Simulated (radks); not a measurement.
**Atomic calculation for Kr**

- system: atomic krypton (Kr) in the configuration [Ar] 3d10 4s2 4p6.
- method: scalar-relativistic Kohn-Sham, LDA (Slater exchange, Perdew-Zunger correlation), spin-polarised, spherical densities, finite nucleus (the in-house radial solver radks)

Summary:

| quantity | value |
| --- | --- |
| outcome | converged |
| total energy | −2786.8175 hartree |
| kinetic energy | 2849.5665 hartree |
| electron–nucleus energy | −6725.2056 hartree |
| Hartree energy | 1181.8191 hartree |
| exchange–correlation energy | −92.997533 hartree |
| radius at density 0.001 e/bohr³ | 4.04 bohr |
| SCF iterations | 14 |
| hardware | 1 CPU thread, shared host |

Input:
```
Z 36
configuration [Kr] 5s0 4d0
relativity scalar-relativistic
functional lda,pz
spin polarised
nucleus finite rms 4.1884 fm
c 137.035999084
```

Energies in input and log are in hartree, lengths in bohr (the nuclear radius in fm).

The program's output:
```
1s      1   1.0000        -519.46848720
2s      1   1.0000         -68.42128950
2p      1   3.0000         -60.55431559
3s      1   1.0000          -9.66746826
3p      1   3.0000          -7.16291658
3d      1   5.0000          -3.00283248
4s      1   1.0000          -0.85347262
4p      1   3.0000          -0.34521514
5s      1   0.0000          -0.01528686
4d      1   0.0000           0.00019524
1s      2   1.0000        -519.46848720
2s      2   1.0000         -68.42128950
2p      2   3.0000         -60.55431559
3s      2   1.0000          -9.66746826
3p      2   3.0000          -7.16291658
3d      2   5.0000          -3.00283248
4s      2   1.0000          -0.85347262
4p      2   3.0000          -0.34521514
5s      2   0.0000          -0.01528686
4d      2   0.0000           0.00019524
Etot -2786.8174979940954
Ekin 2849.566455132459
Encl -6725.205569114802
Eh 1181.8191493105976
Exc -92.99753332235065
err 5.50780128047152e-09
it 14
```

Orbitals:

```
orbital  occupation  energy (eV)  ⟨r⟩ (bohr)  outer maximum (bohr)
  1s up           1     −14135.5     0.04154                0.0271
1s down           1     −14135.5     0.04154                0.0271
  2s up           1      −1861.8      0.1838                 0.154
2s down           1      −1861.8      0.1838                 0.154
  2p up           3      −1647.8      0.1602                 0.123
2p down           3      −1647.8      0.1602                 0.123
  3s up           1     −263.065      0.5315                 0.468
3s down           1     −263.065      0.5315                 0.468
  3p up           3     −194.913      0.5414                 0.463
3p down           3     −194.913      0.5414                 0.463
  3d up           5      −81.711      0.5563                 0.410
3d down           5      −81.711      0.5563                 0.410
  4s up           1      −23.224       1.568                  1.33
4s down           1      −23.224       1.568                  1.33
  4p up           3       −9.394       1.945                  1.55
4p down           3       −9.394       1.945                  1.55
  5s up           0       −0.416       6.785                  4.93
5s down           0       −0.416       6.785                  4.93
```

Slater integrals of the outer shells (hartree):

| integral | value |
| --- | --- |
| F0(4p,4p) | 0.4664 |
| F2(4p,4p) | 0.2384 |
| F0(4p,4s) | 0.5124 |
| G1(4p,4s) | 0.3328 |
| F0(4p,3d) | 0.6180 |
| F2(4p,3d) | 0.1214 |
| G1(4p,3d) | 0.0395 |
| G3(4p,3d) | 0.0365 |
| F0(4p,3p) | 0.6193 |
| F2(4p,3p) | 0.1172 |
| G0(4p,3p) | 0.0283 |
| G2(4p,3p) | 0.0329 |
| F0(4p,5s) | 0.1802 |
| G1(4p,5s) | 0.0113 |

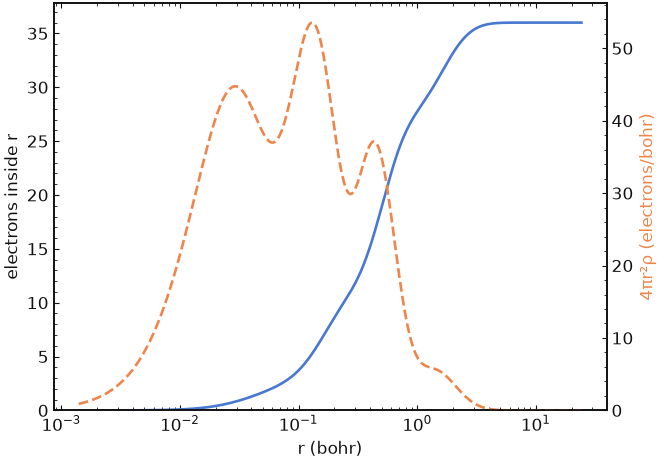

**Figure 1.** The number of electrons inside radius r (solid) and the radial density 4πr²ρ (dashed). The count levels off at 36 electrons. Half of them lie within 0.476 bohr, 90 % within 1.81 bohr and 99 % within 3.38 bohr. The radial density has minima at 0.0601 and 0.275 bohr, where the count stands at 2.1 and 11.1; these part the shells that the density resolves.

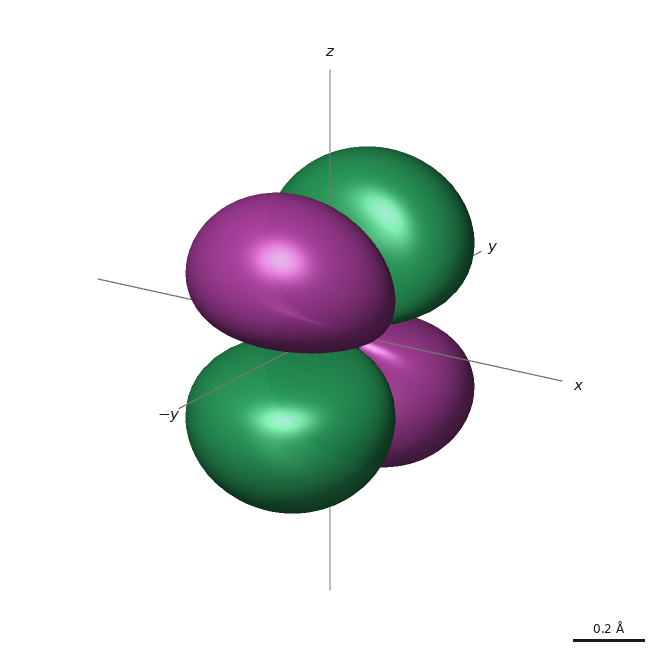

**Figure 2.** One occupied orbital is shown. The surface of constant |ψ| that holds about 90 % of the electron is drawn, green where ψ is positive and pink where it is negative. The radial function comes from the spherical calculation and is multiplied by a real spherical harmonic; the overall sign is chosen so that the largest lobe of P(r) is positive; at the scalar-relativistic level it is the large component. It is 3d(yz). It has the nodal planes xy and xz and no radial node. The maximum of P² lies at 0.410 bohr, ⟨r⟩ = 0.556 bohr, 90 % of the charge lies within 0.912 bohr, and the eigenvalue is −81.7 eV, with 10 electrons in the shell.

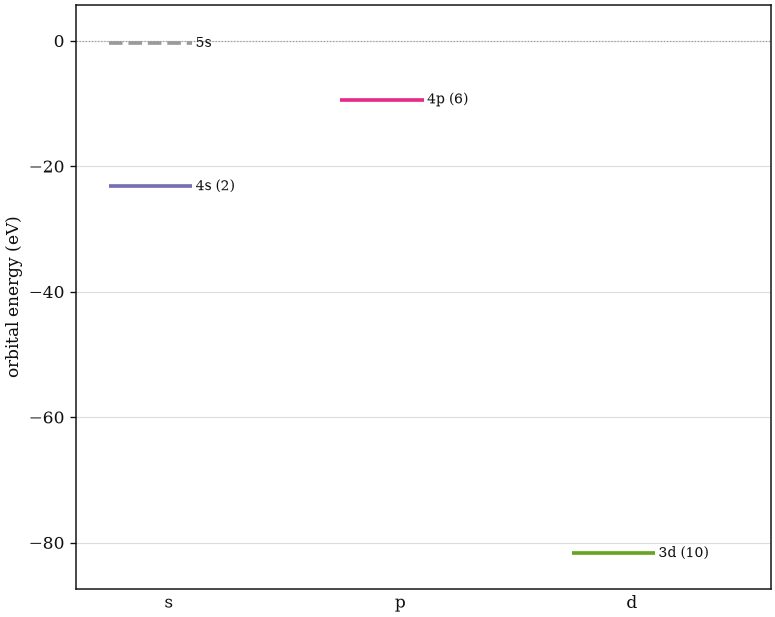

**Figure 3.** The outer levels are drawn by angular momentum (occupations in brackets, empty levels dashed). The highest occupied level is 4p at −9.39 eV. From the top down the occupied levels run 4p (−9.39 eV), 4s (−23.2 eV), 3d (−81.7 eV). The lowest empty level drawn is 5s at −0.416 eV. The measured ionisation energy (NIST) is 14.0 eV; minus the highest level, 9.39 eV, lies 33 % below it, as is usual for a semilocal functional, whose potential decays too fast.

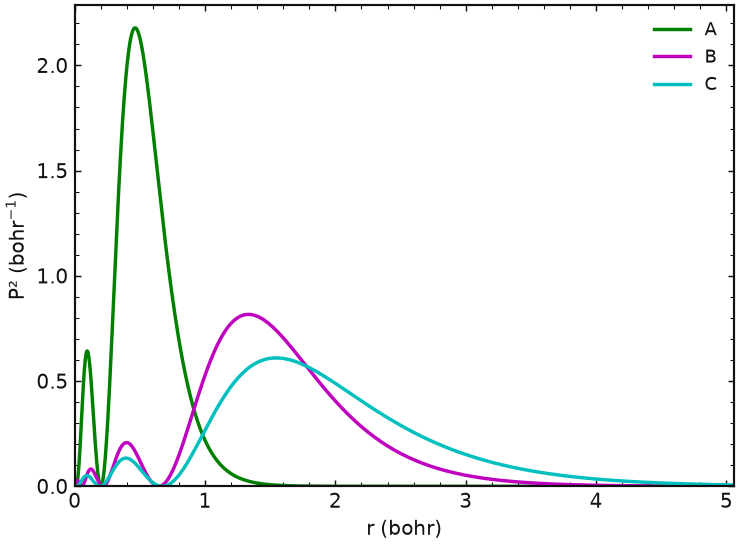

**Figure 4.** The radial probability densities P² of 4s, 4p and 3p. A is 3p; B is 4s; C is 4p. 3p: outer maximum at 0.463 bohr, ⟨r⟩ = 0.541 bohr, 1 node, eigenvalue −194.9 eV; 4s: outer maximum at 1.33 bohr, ⟨r⟩ = 1.57 bohr, 3 nodes, eigenvalue −23.2 eV; 4p: outer maximum at 1.55 bohr, ⟨r⟩ = 1.94 bohr, 2 nodes, eigenvalue −9.39 eV.
